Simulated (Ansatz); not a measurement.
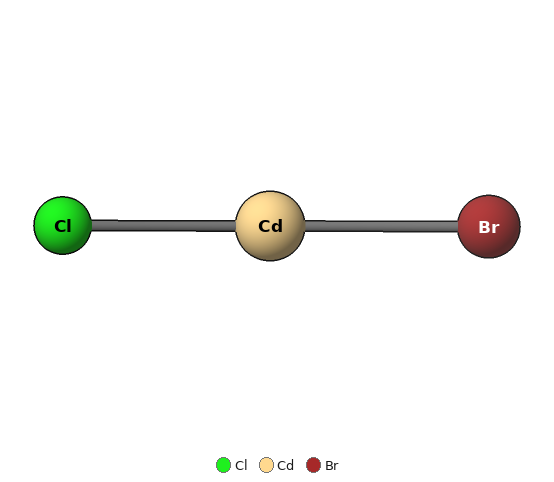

A metal compound. Charge 0, singlet. The geometry was computed by an optimisation with PBE-D4/def2-SVP. No frequency run is at hand to confirm it as a minimum.

Question: Describe the coordination sphere.

Answer: Cd binds 2 atoms: 1 Cl at 2.29 Å, 1 Br at 2.41 Å. The arrangement is linear.

Question: What are the formal oxidation state of the metal and its number of d electrons?

Answer: Cd(II), d¹⁰, counting the ligands as closed-shell ions or neutral donors.
